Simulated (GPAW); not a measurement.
Consider SrNbO3 (Pm-3m).

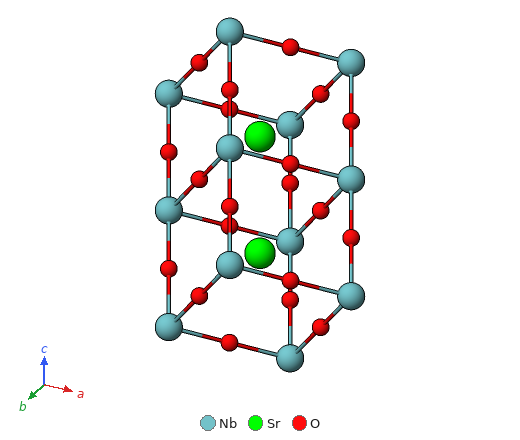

The structure (niobium teal, strontium green, oxygen red). 1×1×2 cells are drawn. Some periodic images of atoms are drawn too.

```xyz
5
Lattice="4.0697 0.0000 0.0000 0.0000 4.0697 0.0000 0.0000 0.0000 4.0697" Properties=species:S:1:pos:R:3 pbc="T T T"
Nb    0.0000    0.0000    0.0000
Sr    2.0348    2.0348    2.0348
O     2.0348    0.0000    0.0000
O     0.0000    0.0000    2.0348
O     0.0000    2.0348    0.0000
```

Absorber: atom 3, with 2 Nb at 2.03 Å (linear, site symmetry 4/mmm). Method: GPAW, LDA, excited-electron core hole (neutral cell), 10-atom cell with 5.8 Å between holes, 6×6×6 k points, dipole transitions, Gaussian full width 0.9 eV up to 4 eV, rising linearly to 3.5 eV at 25 eV.

Predict the near-edge structure at the O K edge.

Main maxima up to 24 eV above the zero (height): 0.4 eV (1.97), 3.1 eV (2.13), 6.1 eV (1.33), 9.9 eV (1.16) and 16.2 eV (0.97). A K edge sees empty p states; the first features are O p mixed into the empty d states of the Nb neighbours, and the broad ones above probably into the cations' higher empty bands. The total-energy difference is 535.37 eV. One term is added: -8.83 eV, since the hole is spin-paired here and a spin-polarised one costs that much less in the free atom (computed apart). The photon energy is then 526.54 eV. The functional leaves an error in such absolute values: in the free atom LDA prices this hole 4.1 eV below PBE (computed apart), and PBE is itself good to a few eV.

The O K spectrum (energy from the lowest empty level; intensity scaled to a mean of 1 over the first 20 eV):

```csv
E (eV),intensity
-2.0,0.00
-0.5,0.22
1.0,1.18
2.5,1.45
4.0,1.80
5.5,1.13
7.0,1.16
8.5,0.89
10.0,1.15
11.5,0.70
13.0,0.47
14.5,0.68
16.0,0.97
17.5,0.82
19.0,0.56
20.5,0.43
22.0,0.43
23.5,0.56
25.0,0.75
26.5,0.95
28.0,1.13
29.5,1.24
31.0,1.16
```

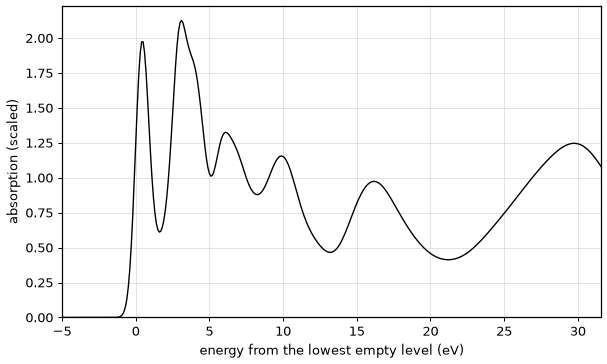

The O K edge.

The primitive cell holds an odd number of electrons, so a spin-paired run has to come out metallic; that is right for a metal, but some such compounds are magnetic or distorted insulators. The holes are only 5.8 Å apart, so the shape is probably not converged with cell size; no larger cell was run here. The mesh is coarse (0.26 Å⁻¹ between points), so small maxima may be mesh ripples. The structure is a computed Materials Project entry and may be a hypothetical form.

[Banner, clock and machine lines of the logs are left out without a mark of their own.]

[Logs are printed without paths, hosts, clocks, repeated set-up lines and the standing remarks that a program may print on its own settings, such as how far it seeks lower states.]

[Hosts, paths, dates, database ids (printed as entryN), source tags and the programs' standing remarks are cut or masked in the printed files.]

[Lists of maxima count a maximum above −3 eV only where it reaches 4 % of the highest in the window and stands out from its surroundings by 2 % of it (1.5 % where it reaches 55 %); shoulders and weaker maxima are passed over, and of the rest the first, up to two pre-edge ones and the few strongest are named.]
